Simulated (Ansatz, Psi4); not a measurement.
BBr2Cl (dibromo(chloro)borane): methods side by side

BBr2Cl: 4 atoms, total charge 0, spin state singlet. SMILES: `ClB(Br)Br`. Geometry: relaxed at PBE0-D4/def2-TZVP.

Each level gives the atomisation enthalpy at 298 K (kJ/mol). The values are calculated. The thermal term (zero-point and 298 K enthalpy, harmonic and unscaled) is that of PBE0-D4/def2-TZVP; the spin-orbit lowering of the free atoms at 298 K, 32.8 kJ/mol by their spectra, is taken off.

**What was measured.** NIST-JANAF tables; in doubt, as an older value, an estimate or one at odds with other calculations gives the atomisation enthalpy at 298 K of the gas as 1187 kJ/mol.

```csv
level,kind,program,value (kJ/mol),computed − measured
HF/6-31G* (spherical functions),Hartree–Fock,Ansatz,856,-331
BLYP/6-31G* (spherical functions),GGA,Ansatz,1142,-45
B3LYP/6-31G* (spherical functions),global hybrid,Psi4,1144,-43
HSE06/6-31G* (spherical functions),range-separated hybrid,Ansatz,1208,+21
B2PLYP/6-31G* (spherical functions),double hybrid,Ansatz,1147,-40
RPA@PBE0/6-31G* (spherical functions),RPA,Ansatz,1053,-134
MP2/6-31G* (spherical functions),perturbation theory,Ansatz,1164,-23
CCSD(T)/6-31G* (spherical functions),coupled cluster or CI,Psi4,1098,-89
```

Nearest: HSE06/6-31G* (spherical functions) (+21 kJ/mol); farthest: HF/6-31G* (spherical functions) (-331 kJ/mol). Computed less measured by kind, in kJ/mol (of the ab initio rows, those in 6-31G*): Hartree–Fock -331; GGA -45; global hybrid -43; range-separated hybrid +21; double hybrid -40; RPA -134; perturbation theory -23; coupled cluster or CI -89. Wave-function methods converge slowly with the basis and bind too weakly in sets of this size; that is part of their error here. The measured heats of formation of B, Si, Al and metal atoms are uncertain by some kJ/mol each. All-electron rows without a relativistic Hamiltonian named are non-relativistic. In the correlated wave-function rows the outer d shell of Br is correlated, in sets not made for it.

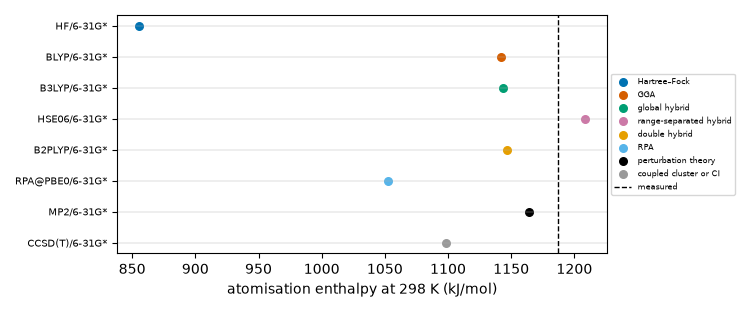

The values of the table, level by level.
